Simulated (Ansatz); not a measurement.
# B2PLYP/def2-SVP (core potential) run of AlSnSiH7 (SMILES [SiH3][AlH][SnH3])

Aim: the electronic atomisation energy of AlSnSiH7 at B2PLYP/def2-SVP (core potential), from 5 runs. 

Program for the calculation: Ansatz 0.2.0.

44 further runs of the same task are left out: 44 set aside as unsound or not needed.

### Step 1. The structure to begin with

The species is AlSnSiH7 (10 atoms), meant as a singlet with charge 0. SMILES: `[SiH3][AlH][SnH3]`. The coordinates come from a PBE0-D4/def2-TZVP relaxation.

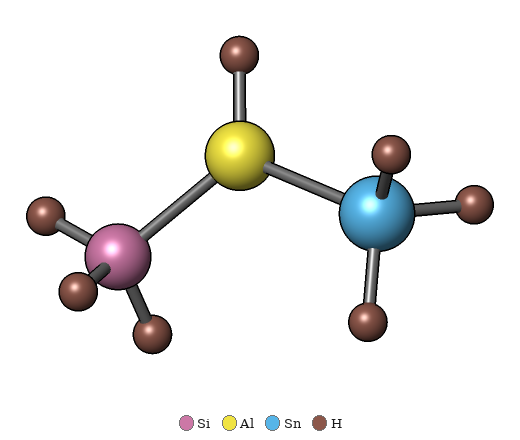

The structure, seen from a chosen angle (silicon pink, aluminium yellow, tin blue, hydrogen brown).

### Step 2. The energy at B2PLYP/def2-SVP (core potential)

job.yaml reads:

```yaml
crystal:
  periodic: [false, false, false]
  atoms:
    - {symbol: Si, position_ang: [-1.727600, 1.016900, -0.987400]}
    - {symbol: Al, position_ang: [0.630900, 0.366100, -0.771800]}
    - {symbol: Sn, position_ang: [1.403800, -1.143700, 1.279600]}
    - {symbol: H, position_ang: [-2.584500, -0.202700, -1.056000]}
    - {symbol: H, position_ang: [-2.025800, 1.852500, -2.183800]}
    - {symbol: H, position_ang: [-2.154500, 1.780100, 0.221500]}
    - {symbol: H, position_ang: [1.723200, 0.824500, -1.833100]}
    - {symbol: H, position_ang: [2.608000, -0.374300, 2.224600]}
    - {symbol: H, position_ang: [0.128400, -1.541500, 2.349800]}
    - {symbol: H, position_ang: [2.081400, -2.629000, 0.759800]}
basis:
  gaussian: {orbitals: def2-SVP}
total_charge: 0
hamiltonian: {xc: {name: B2PLYP}}
correlation: {frozen_orbitals: {Al: 5, H: 0, Si: 5, Sn: 4}}
accuracy: high
output: {orbitals: {seedname: orbitals}}
```

Started as:

```
$ ansatz run job.yaml --threads 1 --pin off --max-ram 3480MiB --events-out events.jsonl --progress --plain --runs-dir runs
```

Output:

```text
Warning: RAYON_NUM_THREADS=1 ignored (pool sized by the plan → 1); use --threads N
Functional definition: B2PLYP
  name "B2PLYP"
  parameter a = 0.53
  parameter c = 0.27
  exchange = (1 - a)*b88_x + a*exact_x
  correlation = (1 - c)*lyp_c + c*(mp2_os + mp2_ss)
2236 factors; integrals over basis functions are off by at most 3.6e-8 eV
mean field evaluation 1: about -20396.1990 eV, gradient 1.1e1 eV
mean field evaluation 2: about -20396.4051 eV, gradient 1.0e1 eV
mean field evaluation 4: about -20396.9196 eV, gradient 9.4e-1 eV
mean field evaluation 8: about -20396.9252 eV, gradient 8.6e-3 eV
mean field evaluation 16: about -20396.9252 eV, gradient 3.1e-6 eV
mean field -20396.92519212 eV, -749.5731752778 hartree, gradient 3.0e-8 eV, S^2 0.000000; 0 other end points of the search recorded, 0 dependent functions left out
14 core orbitals not correlated: weight in the atoms' cores, before any rotation towards them, 1.000 or more for the frozen orbitals, at most 0.000 for the correlated occupied ones
reference -20396.92522595 eV, -749.5731765212 hartree; 14, 14 occupied and 69, 69 virtual orbitals, 2236 factors
second order -9.76324918 eV of doubles, -0.00000000 eV of singles
Total energy: -20399.56130323 eV, -749.6700505743 hartree
```

Run time: 16 s. Hardware: 1 thread of Intel Xeon Platinum 8259CL at 2.50GHz (Skylake/Cascade Lake), shared host; peak memory 0.39 GiB.

### Step 3. The Al atom, same level

in.yaml reads:

```yaml
crystal:
  periodic: [false, false, false]
  atoms:
    - symbol: Al
      position_ang: [0.000000, 0.000000, 0.000000]
basis:
  gaussian:
    orbitals: def2-SVP
magnetization:
  spin_polarized: true
  initial_magnetization: 1
hamiltonian:
  xc: {name: B2PLYP}
correlation:
  frozen_orbitals: {Al: 5}
accuracy: high
```

Run the same way, it converges to -242.16125 Eh (log not shown).

### Step 4. The H atom at the same level

in.yaml reads:

```yaml
crystal:
  periodic: [false, false, false]
  atoms:
    - symbol: H
      position_ang: [0.000000, 0.000000, 0.000000]
basis:
  gaussian: {orbitals: def2-SVP}
hamiltonian: {xc: {name: B2PLYP}}
magnetization: {spin_polarized: true, initial_magnetization: 1}
correlation: {frozen_orbitals: {H: 0}}
accuracy: high
```

Run the same way, it converges to -0.49793 Eh (log not shown).

### Step 5. The Si atom, same level

input.yaml reads:

```yaml
crystal:
  periodic: [false, false, false]
  atoms:
    - {symbol: Si, position_ang: [0.000000, 0.000000, 0.000000]}
basis:
  gaussian:
    orbitals: def2-SVP
magnetization:
  spin_polarized: true
  initial_magnetization: 2
hamiltonian:
  xc: {name: B2PLYP}
correlation:
  frozen_orbitals: {Si: 5}
accuracy: high
```

Started as:

```
$ ansatz run input.yaml --threads 1 --pin off --max-ram 3480MiB --events-out events.jsonl --progress --plain --runs-dir runs
```

Output, cut to the lines that bear on the results:

```text
Warning: RAYON_NUM_THREADS=1 ignored (pool sized by the plan → 1); use --threads N
[... 2 set-up lines as earlier in the session ...]
[...]
134 factors; integrals over basis functions are off by at most 2.5e-9 eV
[...]
mean field -7867.80425583 eV, -289.1364734125 hartree, gradient 3.7e-9 eV, S^2 2.004644; 0 other end points of the search recorded, 0 dependent functions left out
5 core orbitals not correlated: weight in the atoms' cores, before any rotation towards them, 1.000 or more for the frozen orbitals, at most 0.000 for the correlated occupied ones
reference -7867.80426990 eV, -289.1364739296 hartree; 3, 1 occupied and 10, 12 virtual orbitals, 134 factors
second order -1.52364337 eV of doubles, -0.00000000 eV of singles
Total energy: -7868.21565361 eV, -289.1515920020 hartree
```

It took 0.69 s on 1 thread of Intel Xeon Platinum 8259CL at 2.50GHz (Skylake/Cascade Lake), shared host; peak memory 0.1 GiB.

### Step 6. The Sn atom at the same level

run.yaml reads:

```yaml
crystal:
  periodic: [false, false, false]
  atoms:
    - {symbol: Sn, position_ang: [0.000000, 0.000000, 0.000000]}
basis:
  gaussian: {orbitals: def2-SVP}
magnetization: {spin_polarized: true, initial_magnetization: 2}
hamiltonian: {xc: {name: B2PLYP}}
correlation: {frozen_orbitals: {Sn: 4}}
accuracy: high
```

Run the same way, it converges to -213.97636 Eh (log not shown).

### Step 7. What came out

Level: B2PLYP/def2-SVP (core potential), 14 core orbitals frozen.

| quantity | value |
| --- | --- |
| molecule: total energy | -749.67005 Eh |
| molecule: HOMO energy (SCF part's orbitals) | -7.95 eV |
| molecule: LUMO energy (SCF part's orbitals) | -1.44 eV |
| molecule: HOMO–LUMO gap (SCF part's orbitals) | 6.51 eV |
| Al atom: total energy | -242.16125 Eh |
| Al atom: ⟨S²⟩ | 0.754 |
| H atom: total energy | -0.49793 Eh |
| H atom: ⟨S²⟩ | 0.750 |
| Si atom: total energy | -289.15159 Eh |
| Si atom: ⟨S²⟩ | 2.005 |
| Sn atom: total energy | -213.97636 Eh |
| Sn atom: ⟨S²⟩ | 2.004 |
| electronic atomisation energy | 24.364 eV |

**Reading.** Taking the molecule apart into free atoms costs 24.36 eV (2351 kJ/mol), before zero-point energy and without spin-orbit coupling.
